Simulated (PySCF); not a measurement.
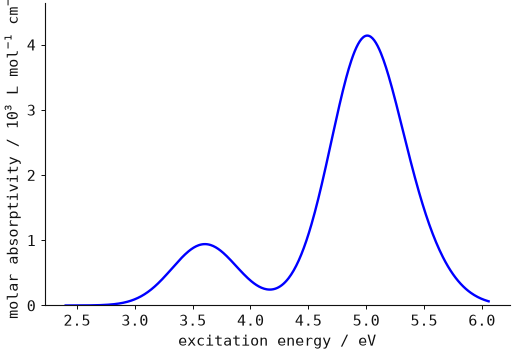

Computed absorption of C₅H₈BNS, SMILES C#C[B@@H-]([N+]#CC)SC. Vertical TDDFT excitations, PBE0/def2-SVPD in PySCF, at a GFN2-xTB geometry (no frequency check), gas phase. The lowest 8 singlet states are shown; each is broadened by a Gaussian of 1/e half-width 0.40 eV.

### Where is the maximum of the broadened curve, and how high is it?

At about 5.0 eV (247 nm), with ε near 4100 L mol⁻¹ cm⁻¹.

### List the transitions behind the spectrum.

```
state  E (eV)  λ (nm)      f          main character
   S1    3.60     344  0.022      HOMO → LUMO (98 %)
   S2    3.71     335  0.001   HOMO → LUMO+1 (100 %)
   S3    4.67     266  0.005    HOMO → LUMO+2 (93 %)
   S4    4.83     257  0.008  HOMO−1 → LUMO+1 (83 %)
   S5    5.00     248  0.085    HOMO−1 → LUMO (78 %)
   S6    5.30     234  0.008    HOMO−2 → LUMO (96 %)
   S7    5.41     229  0.011  HOMO−2 → LUMO+1 (95 %)
   S8    5.56     223  0.003    HOMO → LUMO+3 (79 %)
```

Note: the tight-binding geometry is rougher than a DFT one and adds to the error; one conformer of a flexible molecule; core orbitals are frozen in the response.
